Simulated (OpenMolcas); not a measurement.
**One shape, several levels: CH5BClNO (SMILES NB(Cl)CO)**

We compute a comparison of 6 runs (HF/6-31G*, B2PLYP/6-31G*, BLYP/6-31G*, M06-2X/6-31G*, revPBE/6-31G*, CCSD(T)/6-31G*) of CH5BClNO. 

The results are computed with OpenMolcas 26.06.

1 further run of the same task is left out (set aside as unsound or not needed).

**1. The system as given**

CH5BClNO has 10 atoms, charge 0, and is taken as a singlet. As SMILES, `NB(Cl)CO`. The coordinates come from a PBE0-D4/def2-TZVP relaxation. This is a higher conformer, about 10 kJ/mol above the lowest found by a separate search.

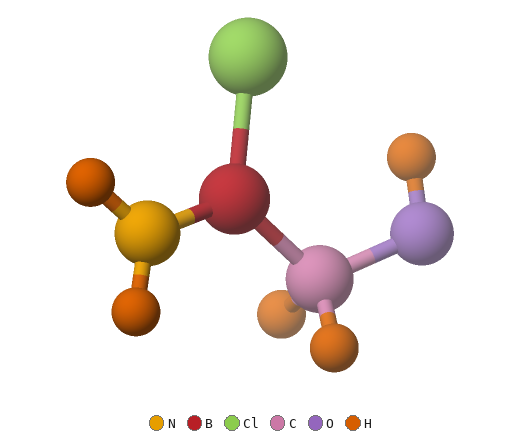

Viewed from a chosen angle; nitrogen amber, boron red, chlorine green, carbon pink, oxygen purple, hydrogen orange.

**2. Energy and gradient at HF/6-31G(d) (spherical functions) (run 1)**

The input, run.inp:

```
>>> EXPORT MOLCAS_PRINT=2

&GATEWAY
 BasLib
 $CurrDir
 Coord
 10
 angstrom
 N       -1.481300       0.770100       0.263800
 B       -0.131200       0.458300       0.272600
 Cl       0.978400       1.531400       1.166200
 C        0.484800      -0.764800      -0.509200
 O        1.724500      -1.243900      -0.030200
 H       -1.860400       1.585400       0.713900
 H       -2.164100       0.196600      -0.201200
 H       -0.217400      -1.606600      -0.495200
 H        0.570000      -0.469000      -1.570200
 H        2.179800      -0.508700       0.392200
 Basis
 6-31Gs
 Group
 NoSym

&SEWARD

&SCF
 Thresholds
 1e-10 1e-07 1e-07 1e-05
 PrOrbitals
 0

&ALASKA
```

The basis set 6-31G* is read from a file made from the Basis Set Exchange's data (not shown).

Launch:

```bash
$ export MOLCAS_MEM=1860
$ pymolcas run.inp > run.log
```

The log of the run:

```text
--- Start Module: gateway ---
[...]
--- Stop Module: gateway /rc=_RC_ALL_IS_WELL_ ---
[...]
      Basis functions           84
[...]
--- Start Module: scf ---
[...]
       Convergence after  13 Iterations
[...]
::    Total SCF energy                               -654.3315440664
[...]
      Total spin, S                                     0.0000000000
[...]
      Total electronic charge=   48.000000
      Total            charge=   -0.000000
[...]
      Dipole Moment (debye):
      Origin of the operator (angstrom)=    0.4722    0.4246    0.4269
                   X= -3.4405E+00               Y=  1.0997E+00               Z= -7.1761E-01           Total=  3.6826E+00
      Quadrupole Moment (debye*angstrom):
[...]
--- Stop Module: scf /rc=_RC_ALL_IS_WELL_ ---
[...]
--- Start Module: alaska ---
[...]
 *              Molecular gradients               *
 **************************************************
  Irreducible representation: a
 ------------------------------------------------------------------------------------------
                              X                       Y                       Z
 ------------------------------------------------------------------------------------------
  N1                9.13093909786511E-03   -1.79875472741475E-03    9.30470463021527E-04
  B2                5.37200531093940E-03   -7.15556128775940E-04   -1.50318421715134E-03
  CL3              -3.13245202170975E-03   -6.27880473639486E-03   -4.00831908054577E-03
  C4               -8.15441025886432E-04    1.05930240163365E-02    9.65400953489270E-03
  O5                1.12678180721915E-04   -1.64687132072583E-02   -5.02560074290881E-03
  H6               -2.85333417414613E-03    7.83598361529902E-03    4.19183356541408E-03
  H7               -5.69081031964247E-03   -5.76304890855939E-03   -4.40246183382920E-03
  H8               -5.14057142448543E-03   -4.78226905356394E-03   -8.21461585031602E-05
[...]
--- Stop Module: alaska /rc=_RC_ALL_IS_WELL_ ---
[...]
```

Run time: 12 s. Hardware: 1 thread of AMD EPYC 7R43 (Zen 3), shared host; peak memory 0.46 GiB.

**3. The energy at B2PLYP/6-31G(d) (spherical functions) (run 2)**

The input, job.input:

```
&GATEWAY
BasLib=$CurrDir
BasisSet
N.6-31Gs....
N1 -1.481300 0.770100 0.263800 angstrom
End of Basis
BasisSet
B.6-31Gs....
B2 -0.131200 0.458300 0.272600 angstrom
End of Basis
BasisSet
Cl.6-31Gs....
Cl3 0.978400 1.531400 1.166200 angstrom
End of Basis
BasisSet
C.6-31Gs....
C4 0.484800 -0.764800 -0.509200 angstrom
End of Basis
BasisSet
O.6-31Gs....
O5 1.724500 -1.243900 -0.030200 angstrom
End of Basis
BasisSet
H.6-31Gs....
H6 -1.860400 1.585400 0.713900 angstrom
H7 -2.164100 0.196600 -0.201200 angstrom
H8 -0.217400 -1.606600 -0.495200 angstrom
H9 0.570000 -0.469000 -1.570200 angstrom
H10 2.179800 -0.508700 0.392200 angstrom
End of Basis
&SEWARD
GridInput
Grid=UltraFine
End of Grid
&SCF
KSDFT=B2PLYP_SCF
Thresholds=1e-10 1e-07 1e-07 1e-05
PrOrbitals=1 2
&MBPT2
Frozen=9
```

The basis set 6-31G* is read from a file made from the Basis Set Exchange's data (not shown).

Launch:

```bash
$ export MOLCAS_MEM=1860
$ pymolcas job.input > job.log
```

The log of the run:

```text
--- Start Module: gateway ---
[...]
--- Stop Module: gateway /rc=_RC_ALL_IS_WELL_ ---
[...]
      Basis functions           84
[...]
--- Start Module: scf ---
[...]
       Convergence after  13 Iterations
[...]
::    Total KS-DFT energy                            -655.6129792094
[...]
      Total spin, S                                     0.0000000000
[...]
      Total electronic charge=   48.000000
      Total            charge=   -0.000000
[...]
      Dipole Moment (debye):
      Origin of the operator (angstrom)=    0.4722    0.4246    0.4269
                   X= -3.3946E+00               Y=  1.1078E+00               Z= -6.4891E-01           Total=  3.6293E+00
      Quadrupole Moment (debye*angstrom):
[...]
--- Stop Module: scf /rc=_RC_ALL_IS_WELL_ ---
[...]
--- Start Module: mbpt2 ---
[...]
 ###    WARNING: MP2 implementation intended for RHF references only         ###
 ###############################################################################
MBPT2 WARNING: Reference function according to RunFile:KS-DFT
I'll assume you know what you're doing and continue
WARNING!
Default frozen orbitals as non valence orbitals is overwritten by user input.
Default values:   9
[...]
       Reference weight ( Cref**2 )         =        0.75511
::    Total MBPT2 energy                             -656.4284586090
[...]
      Total MBPT2 calculations                           0.32      0.36
--- Stop Module: mbpt2 /rc=_RC_ALL_IS_WELL_ ---
[...]
```

Run time: 27 s. Hardware: 1 thread of AMD EPYC 7R43 (Zen 3), shared host; peak memory 0.46 GiB.

Runs 3 to 5 aren't shown in full; the table further down has their settings and results.

**4. A single-point energy at CCSD(T)/6-31G(d) (spherical functions) (run 6)**

The input, mol.inp:

```
>>> EXPORT MOLCAS_PRINT=2

&GATEWAY
  BasLib=$CurrDir
  Coord
  10
  angstrom
  N       -1.481300       0.770100       0.263800
  B       -0.131200       0.458300       0.272600
  Cl       0.978400       1.531400       1.166200
  C        0.484800      -0.764800      -0.509200
  O        1.724500      -1.243900      -0.030200
  H       -1.860400       1.585400       0.713900
  H       -2.164100       0.196600      -0.201200
  H       -0.217400      -1.606600      -0.495200
  H        0.570000      -0.469000      -1.570200
  H        2.179800      -0.508700       0.392200
  Basis=6-31Gs
  Group=NoSym

&SEWARD

&SCF
  Thresholds=1e-10 1e-07 1e-07 1e-05
  PrOrbitals=1 1

&RASSCF
  FileOrb=$Project.ScfOrb
  Spin=1
  Nactel=0 0 0
  Inactive=24
  Ras2=0
  OutOrbitals=Canonical
  OrbListing=Few

&MOTRA
  JobIph
  Frozen=9

&CCSDT
  CCT
  Triples=2
  Iterations=80
  Accuracy=1e-08
  Extrapolation=5 4
```

The basis set 6-31G* is read from a file made from the Basis Set Exchange's data (not shown).

Launch:

```bash
$ export MOLCAS_MEM=1860
$ pymolcas mol.inp > mol.log
```

The log of the run:

```text
--- Start Module: gateway ---
[...]
--- Stop Module: gateway /rc=_RC_ALL_IS_WELL_ ---
[...]
      Basis functions           84
[...]
       Convergence after  13 Iterations
[...]
::    Total SCF energy                               -654.3315440664
[...]
      Total spin, S                                     0.0000000000
[...]
      Number of active orbitals                  0
[...]
      Spin quantum number                      0.0
[...]
      Active orbitals                            0
[...]
      Number of CSFs                             1
[...]
      Number of root(s) required                 1
[...]
      Convergence after  4 iterations
[...]
      Natural orbitals and occupation numbers for root  1
      ************************************************************************************************************************
      *                                                    Final results                                                     *
      ************************************************************************************************************************
[...]
::    RASSCF root number  1 Total energy:   -654.33154407
[...]
      Total electronic charge=   48.000000
      Total            charge=   -0.000000
[...]
      Dipole Moment (debye):
      Origin of the operator (angstrom)=    0.4722    0.4246    0.4269
                   X= -3.4405E+00               Y=  1.0997E+00               Z= -7.1761E-01           Total=  3.6826E+00
      Quadrupole Moment (debye*angstrom):
[...]
--- Start Module: motra ---
[...]
      *** WARNING: Default frozen orbitals is overwritten by user input.
      *** Default values:   9
[...]
--- Stop Module: motra /rc=_RC_ALL_IS_WELL_ ---
[...]
--- Start Module: ccsdt ---
[...]
      Convergence after                    16  Iterations
      Total energy (diff) :    -655.04612125       0.00000000
[...]
 METHOD                       : CCSD+T(CCSD)+<T3(1)WT1> = CCSD(T)
[...]
       CCSD     =      -655.0461212505414
[...]
--- Stop Module: ccsdt /rc=_RC_ALL_IS_WELL_ ---
[...]
```

It took 72 s on 1 thread of AMD EPYC 7R43 (Zen 3), shared host; peak memory 0.46 GiB.

**5. Overview of the runs**

| run | level | task | frozen core orbitals | energy (Eh) | dipole moment (D) of the reference | HOMO energy (eV) | LUMO energy (eV) | wall time |
| --- | --- | --- | --- | --- | --- | --- | --- | --- |
| 1 | HF/6-31G* (spherical functions) | gradient | – | -654.331544 | 3.68 | -11.55 | 4.55 | 12 s |
| 2 | B2PLYP/6-31G* (spherical functions) | energy | 9 | -655.833159 | 3.63 | -8.87 | 2.13 | 27 s |
| 3 | BLYP/6-31G* (spherical functions) | gradient | – | -656.106740 | 3.50 | -5.21 | -0.13 | 46 s |
| 4 | M06-2X/6-31G* (spherical functions) | gradient | – | -656.090884 | 3.64 | -8.89 | 1.55 | 47 s |
| 5 | revPBE/6-31G* (spherical functions) | gradient | – | -656.039705 | 3.51 | -5.33 | -0.25 | 45 s |
| 6 | CCSD(T)/6-31G* (spherical functions) | energy | 9 | -655.063739 | 3.68 | -11.55 | 4.55 | 72 s |

**6. Outcome**

| quantity | value |
| --- | --- |
| run 6: total energy | -655.06374 Eh |
| run 6: dipole moment (mean-field density) | 3.68 D |
| run 6: HOMO energy (Hartree–Fock orbitals) | -11.55 eV |
| run 6: LUMO energy (Hartree–Fock orbitals) | 4.55 eV |
| run 6: HOMO–LUMO gap (Hartree–Fock orbitals) | 16.10 eV |
| run 6: correlation energy (9 core orbitals frozen) | -732.2 mEh |
| run 6: (T) correction | -17.62 mEh |

Over runs 1, 2, 3, 4, 5 the dipole moment (its size) runs from 3.50 D (BLYP/6-31G*) to 3.68 D (HF/6-31G*). Over runs 1, 2, 3, 4, 5 the HOMO–LUMO gap runs from 5.08 eV (revPBE/6-31G*) to 16.10 eV (HF/6-31G*). Exact exchange widens orbital gaps. For B2PLYP the log adds the whole second-order term; the table takes 0.27 of it, as the functional is defined. Totals of different functionals can't be ranked against each other. All runs together took 4.2 min, the longest 72 s.
